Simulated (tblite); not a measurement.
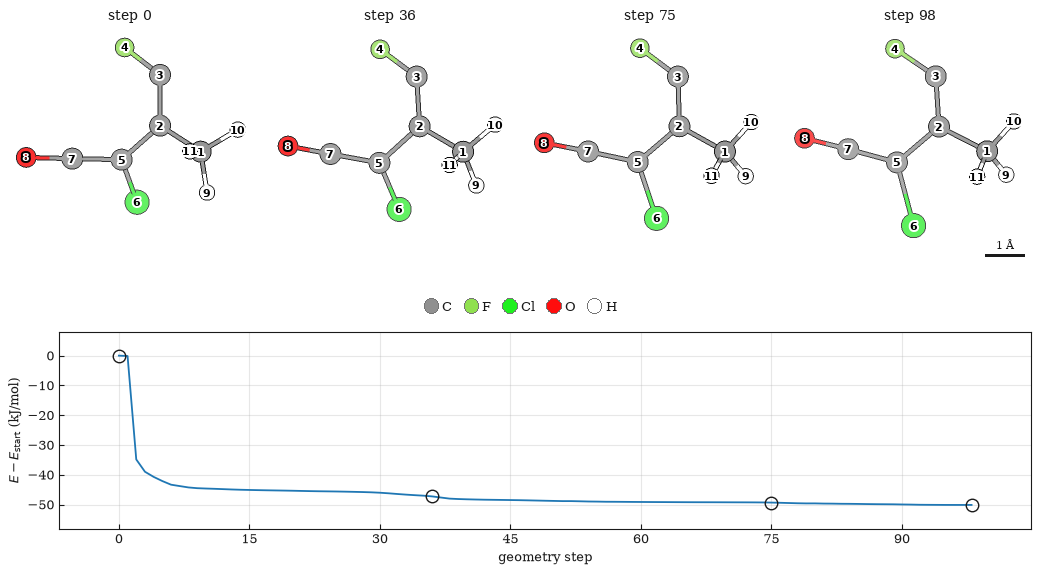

Frames of a relaxation of C$_{5}$H$_{3}$ClFO (multiplicity 2), marked on the history of the run. Style: ball-and-stick. Shown at a tilt.

Computed with GFN2-xTB geometry optimisation, gas phase in tblite 0.8.0. 

**What happens along the run?**

The largest move after the best rigid fit is that of Cl6, 1.28 Å. By element the largest moves are Cl 1.28 Å, H 0.94 Å, O 0.85 Å, F 0.40 Å, C 0.38 Å. Some distances before and after: C7–O8 1.238 → 1.159 Å, C1–H10 1.125 → 1.085 Å, C1–H11 1.114 → 1.088 Å, C3–F4 1.352 → 1.326 Å. Bond angles that change, for instance: C2–C5–C7 119.4° → 125.0°, C2–C5–Cl6 123.2° → 118.6°, C2–C3–F4 125.1° → 129.1°. Groups turn about C1–C2 by about 45°, C2–C5 by about 45°. After 98 geometry steps the energy has fallen by 50.1 kJ/mol. From step 0 to 36: H9 moves most (0.44 Å), energy −47.3 kJ/mol. From step 36 to 75: Cl6 moves most (0.46 Å), energy −2.07 kJ/mol. From step 75 to 98: Cl6 moves most (0.47 Å), energy −0.80 kJ/mol.

| step | E − E(0), kJ/mol |
| --- | --- |
| 0 | 0.00 |
| 1 | -0.12 |
| 2 | -34.85 |
| 3 | -38.98 |
| 4 | -40.70 |
| 5 | -42.11 |
| 6 | -43.32 |
| 7 | -43.79 |
| 8 | -44.25 |
| 9 | -44.50 |
| 10 | -44.61 |
| 15 | -45.09 |
| 19 | -45.30 |
| 24 | -45.57 |
| 29 | -45.89 |
| 33 | -46.66 |
| 38 | -48.00 |
| 42 | -48.36 |
| 47 | -48.58 |
| 52 | -48.84 |
| 56 | -49.05 |
| 61 | -49.14 |
| 66 | -49.21 |
| 70 | -49.24 |
| 75 | -49.33 |
| 79 | -49.61 |
| 84 | -49.75 |
| 89 | -49.91 |
| 93 | -50.08 |
| 98 | -50.12 |
